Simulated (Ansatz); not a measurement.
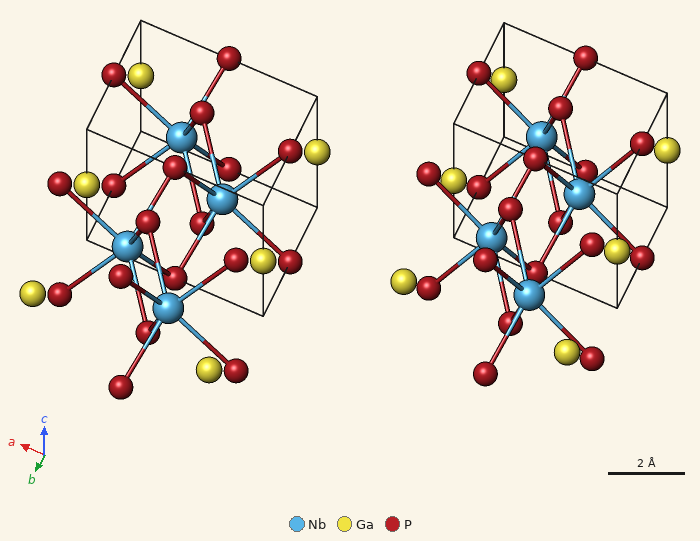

Two geometries of a crystal of Nb2GaP3 (a generated structure, set up in P6/mmm) (coarse preliminary run), drawn at one scale. One is the start of a relaxation, the other its converged end. The picture is a ball-and-stick view of the cell of the calculation, repeated 1 × 2 × 1 with one cell outlined, seen from a free direction.

These are results of DFT PBE, scalar-relativistic, plane waves, PAW (Ansatz), not measurements. Set-up: plane-wave cutoff 420 eV; k-point mesh 3 × 3 × 6; occupations gaussian; smearing width 0.1 eV; no spin polarisation; cell and atoms relaxed; force threshold 0.04 eV/Å; at most 70 steps.

### Which geometry has the lower energy?

The left one is the relaxed one. After 3 accepted moves (4 points after the start) the energy has fallen by 81.1 meV per atom. All forces vanish by symmetry, so only the cell relaxes. The pressure goes from 10.98 to −0.10 GPa. At 1 point the geometry stayed and the basis and grid were re-selected for the new cell (energy shift of 1.1 meV per atom at most each time). The atoms keep their places relative to the cell (all moves are under 0.005 Å). Cell: a = b 5.951 → 6.426 Å (+8.0 %), c 3.433 → 3.334 Å (−2.9 %). Volume +13.2 %. Some distances before and after: Nb–P 2.429 → 2.494 Å. Bond angles that change, for instance: P–Nb–P 90.0° → 83.9°, Nb–P–Nb 90.0° → 83.9°, Nb–P–Nb 90.0° → 96.1°. The space group stays P6/mmm (No. 191).
